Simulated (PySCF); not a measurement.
# NH3 (ammonia) at M06-L/def2-TZVPPD

Aim: the energy change on altering one bond length of NH3 (ammonia) at M06-L/def2-TZVPPD, from 2 runs. 

The results are computed with PySCF 2.14.0.

4 further runs of the same task are left out: 4 set aside as unsound or not needed.

### Step 1. The molecule

The species is NH3 (4 atoms), meant as a singlet with charge 0. As SMILES, `N`. Geometry: relaxed at GFN2-xTB.

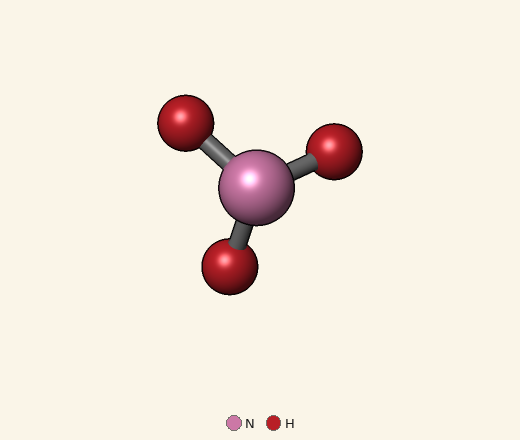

The structure, seen from a chosen angle (nitrogen pink, hydrogen red).

### Step 2. A single-point energy at M06-L/def2-TZVPPD

Contents of job.py:

```python
# N
from pyscf import gto, dft

molecule = gto.Mole()
molecule.atom = [
    ('N', (-0.068160, 0.242830, 0.108060)),
    ('H', (0.491930, -0.300470, 0.753380)),
    ('H', (-0.891960, -0.300620, -0.118350)),
    ('H', (0.468190, 0.358250, -0.743090)),
]
molecule.basis = 'def2-tzvppd'
molecule.verbose = 3
molecule.spin = 0
molecule.charge = 0
molecule.max_memory = 1860
molecule.build()

ks = dft.RKS(molecule)
ks.xc = 'm06-l'
ks.conv_tol = 1e-10
ks.grids.level = 5
ks.kernel()
if not ks.converged:
    ks = ks.newton().run(ks.mo_coeff, ks.mo_occ)

e_final = ks.e_tot
print('E(%s) = %.9f' % ('M06-L', e_final))
```

On the command line:

```bash
$ OMP_NUM_THREADS=1 python job.py
```

Output:

```text
converged SCF energy = -56.5741410472933
E(M06-L) = -56.574141047
```

Wall time 13 s (1 thread of Arm Neoverse V1, shared host); peak memory 0.48 GiB.

### Step 3. The distorted shape at the same level

Contents of run.py:

```python
from pyscf import gto, dft

mol = gto.Mole()
mol.atom = 'N -0.336352 0.185116 0.533663; H 0.223738 -0.358184 1.178983; H -1.160152 -0.358334 0.307253; H 0.468190 0.358250 -0.743090'
mol.charge = 0
mol.verbose = 3
mol.max_memory = 1860
mol.basis = 'def2-tzvppd'
mol.build()

mf = dft.RKS(mol, xc='m06-l')
mf.conv_tol = 1e-10
mf.grids.level = 5
mf.kernel()
if not mf.converged:
    mf = mf.newton().run(mf.mo_coeff, mf.mo_occ)

etot = mf.e_tot
print('E(%s) = %.9f' % ('M06-L', etot))
```

On the command line:

```bash
$ OMP_NUM_THREADS=1 python run.py
```

Output:

```text
converged SCF energy = -56.4883348448132
E(M06-L) = -56.488334845
```

Wall time 14 s (1 thread of Arm Neoverse V1, shared host); peak memory 0.48 GiB.

### Step 4. Results

At M06-L/def2-TZVPPD:

```
                                                         quantity         value
                                        first shape: total energy  -56.57414 Eh
                                       first shape: dipole moment        1.44 D
                                         first shape: HOMO energy      -6.28 eV
                                         first shape: LUMO energy       0.32 eV
                                       first shape: HOMO–LUMO gap       6.60 eV
                                    distorted shape: total energy  -56.48833 Eh
                                   distorted shape: dipole moment        1.31 D
                                     distorted shape: HOMO energy      -6.30 eV
                                     distorted shape: LUMO energy      -1.66 eV
                                   distorted shape: HOMO–LUMO gap       4.64 eV
energy change with the N1–H4 bond stretched from 1.013 to 1.519 Å      2.335 eV
```

What this shows: With the N1–H4 bond stretched from 1.013 to 1.519 Å the energy rises by 2.33 eV (54 kcal/mol). The first shape isn't relaxed at this level, so the change isn't measured from a minimum. Mulliken charges (first shape) run from -0.54 on N1 to +0.18 on H4; in a basis this large or diffuse they mean little.
